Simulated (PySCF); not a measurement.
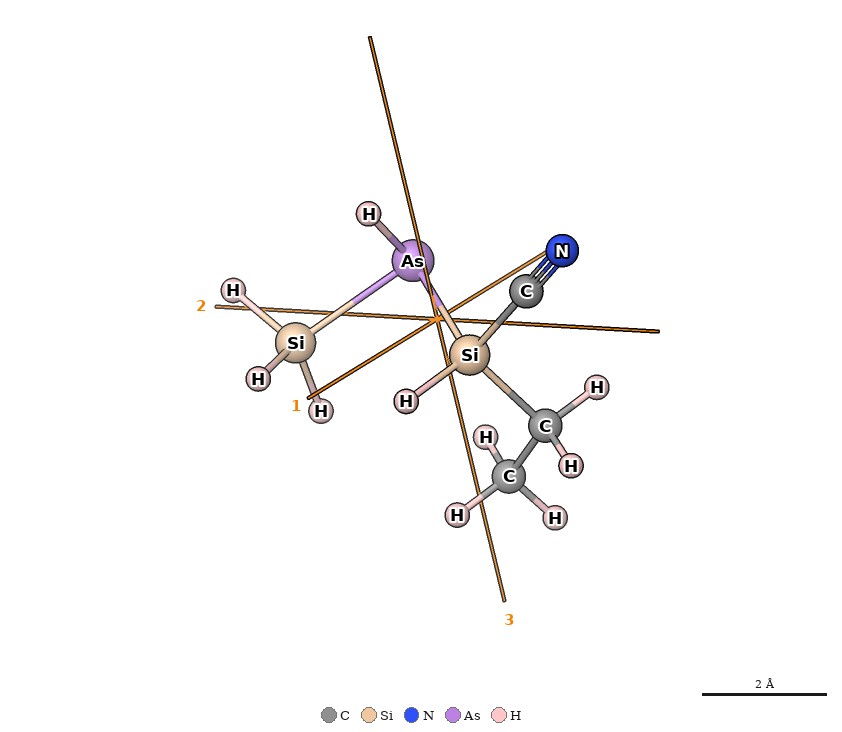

The three principal axes of inertia are drawn and numbered. Depth is shown by fading: the farther an atom, the more it takes the colour of the background. The computed structure is the end point of a PBE0-D3(BJ)/def2-SVP optimisation. No frequency run is at hand to confirm it as a minimum. Masses are those of the most abundant isotopes; constants are for the rigid equilibrium geometry.

Which line is the a axis (least moment of inertia), which b and which c?

Answer. a is line 2, b is line 3, c is line 1; the moments are 358, 607, 821 u Å².

Classify the rotor and give the rotational constants (MHz).

Answer. An asymmetric top (C1): A = 1414, B = 833, C = 616 MHz. Ray's parameter κ is −0.46, nearer the prolate limit.
